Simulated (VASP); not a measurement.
Band structure of MgAl$_{2}$ (space group P-3m1). All values below come from PBEsol GGA, VASP's PBE PAW potentials (set 64) (plane waves; VASP).

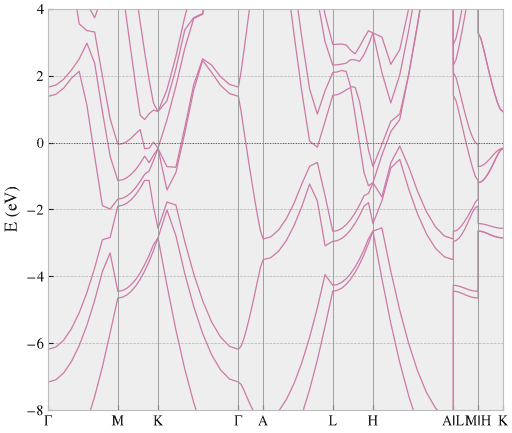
*Bands along high-symmetry lines, zero at the valence-band maximum or, without a gap, the Fermi level*

Read the plot: is there a gap, and where are the band edges?

It has no gap at this level: it comes out as a metal or semimetal. (Edges off the drawn lines would not show.)

The structure comes from a computed database's MgAl2 entry (P-3m1); how it stands against other phases isn't given here. It was relaxed first.
